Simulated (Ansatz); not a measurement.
# HF/aug-cc-pVDZ run of CH2AlN (SMILES N#[C][AlH2])

What is the vertical ionisation energy of CH2AlN at HF/aug-cc-pVDZ? 

The calculation is run with Ansatz 0.2.0.

69 further runs of the same task are left out: 69 set aside as unsound or not needed.

## (1) The molecule

CH2AlN: 5 atoms, total charge 0, spin state singlet. SMILES: `N#[C][AlH2]`. Geometry: relaxed at PBE0-D4/def2-TZVP.

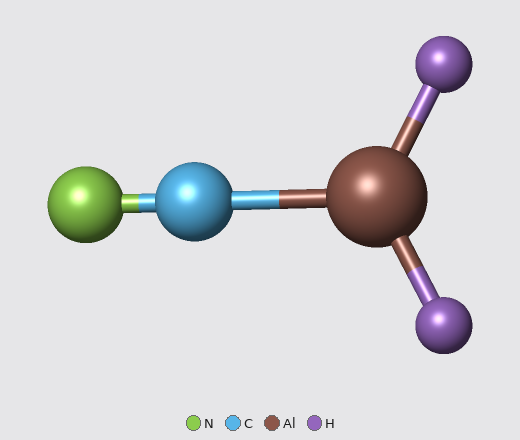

Viewed from a chosen angle; nitrogen green, carbon blue, aluminium brown, hydrogen purple.

## (2) The energy at HF/aug-cc-pVDZ

The input, in.yaml:

```yaml
crystal:
  periodic: [false, false, false]
  atoms:
    - symbol: N
      position_ang: [1.382300, -1.346000, 1.394200]
    - symbol: C
      position_ang: [0.714200, -0.698000, 0.711800]
    - symbol: Al
      position_ang: [-0.407200, 0.390000, -0.434600]
    - symbol: H
      position_ang: [-1.629700, -0.322900, -1.120200]
    - symbol: H
      position_ang: [-0.009700, 1.903200, -0.592600]
basis:
  gaussian:
    orbitals: aug-cc-pVDZ
hamiltonian:
  xc: hf
accuracy: high
output:
  orbitals: {seedname: orbitals}
```

Started as:

```sh
$ ansatz run in.yaml --threads 1 --pin off --max-ram 3480MiB --events-out events.jsonl --progress --plain --runs-dir runs
```

What it wrote:

```text
Warning: RAYON_NUM_THREADS=1 ignored (pool sized by the plan → 1); use --threads N
Functional definition: HF
  name "HF"
  exchange = exact_x
  correlation = 0
1733 factors; integrals over basis functions are off by at most 3.3e-9 eV
mean field evaluation 1: about -9124.4727 eV, gradient 2.8e1 eV
mean field evaluation 2: about -9124.4740 eV, gradient 2.8e1 eV
mean field evaluation 4: about -9126.7828 eV, gradient 3.7e0 eV
mean field evaluation 8: about -9126.8353 eV, gradient 2.4e-4 eV
mean field -9126.83531949 eV, -335.4050116000 hartree, gradient 1.1e-8 eV, S^2 0.000000; 0 other end points of the search recorded, 0 dependent functions left out
reference -9126.83531949 eV, -335.4050116000 hartree; 14, 14 occupied and 77, 77 virtual orbitals, 1733 factors
Total energy: -9126.83531949 eV, -335.4050116000 hartree
```

Wall time 2 s (1 thread of Arm Neoverse V2, shared host); peak memory 0.2 GiB.

## (3) The doublet cation at the same level

The input, job.yaml:

```yaml
crystal:
  periodic: [false, false, false]
  atoms:
    - {symbol: "N", position_ang: [1.382300, -1.346000, 1.394200]}
    - {symbol: C, position_ang: [0.714200, -0.698000, 0.711800]}
    - {symbol: Al, position_ang: [-0.407200, 0.390000, -0.434600]}
    - {symbol: H, position_ang: [-1.629700, -0.322900, -1.120200]}
    - {symbol: H, position_ang: [-0.009700, 1.903200, -0.592600]}
basis:
  gaussian:
    orbitals: aug-cc-pVDZ
total_charge: 1
magnetization:
  spin_polarized: true
  initial_magnetization: 1
hamiltonian:
  xc: hf
accuracy: high
output:
  orbitals: {seedname: orbitals}
```

Started as:

```sh
$ ansatz run job.yaml --threads 1 --pin off --max-ram 3480MiB --events-out events.jsonl --progress --plain --runs-dir runs
```

What it wrote, shortened:

```text
Warning: RAYON_NUM_THREADS=1 ignored (pool sized by the plan → 1); use --threads N
[... 2 set-up lines as earlier in the session ...]
[...]
1732 factors; integrals over basis functions are off by at most 3.3e-9 eV
[...]
mean field -9115.82982876 eV, -335.0005672754 hartree, gradient 2.4e-8 eV, S^2 0.764356; 6 other end points of the search recorded, 0 dependent functions left out
reference -9115.82982876 eV, -335.0005672754 hartree; 14, 13 occupied and 77, 78 virtual orbitals, 1732 factors
Total energy: -9115.82982876 eV, -335.0005672754 hartree
```

It took 13 s on 1 thread of Arm Neoverse V2, shared host; peak memory 0.26 GiB.

## (4) What came out

Level: HF/aug-cc-pVDZ.

```
                                          quantity          value
                      singlet CH2AlN: total energy  -335.40501 Eh
                       singlet CH2AlN: HOMO energy      -12.35 eV
                       singlet CH2AlN: LUMO energy       -0.02 eV
                     singlet CH2AlN: HOMO–LUMO gap       12.34 eV
                      doublet cation: total energy  -335.00057 Eh
doublet cation: HOMO energy (highest over α and β)      -17.46 eV
 doublet cation: LUMO energy (lowest over α and β)       -9.57 eV
                              doublet cation: ⟨S²⟩          0.764
vertical ionisation energy (to the doublet cation)      11.005 eV
```

Removing an electron at fixed nuclei costs 11.01 eV (254 kcal/mol). The negative HOMO energy of the first species, 12.35 eV, lies 1.35 eV above that difference.
